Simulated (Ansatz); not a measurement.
The starting structures come from a database of crystals and need not be the phases stable at ambient conditions.

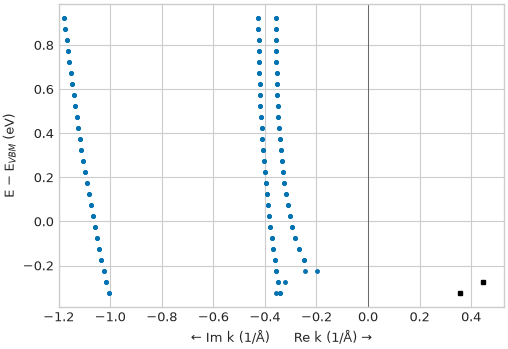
Figure. Complex bands at the centre of the two-dimensional zone; Ansatz (an electronic-structure program) with PBEsol

No gap correction and no spin-orbit coupling; mid-gap is the computed energy nearest the middle.

Task: This is CuRhO2 (R-3m, 4 atoms a cell, 11.7 Å³ an atom, -4 GPa at this level) along the normal of (001). Read off the slowest decay at the centre of the two-dimensional zone at 0.33 eV, the computed energy nearest the middle of the gap.

Result: κ ≈ 0.34 1/Å, a decay length 1/(2κ) of the density of 1.5 Å.
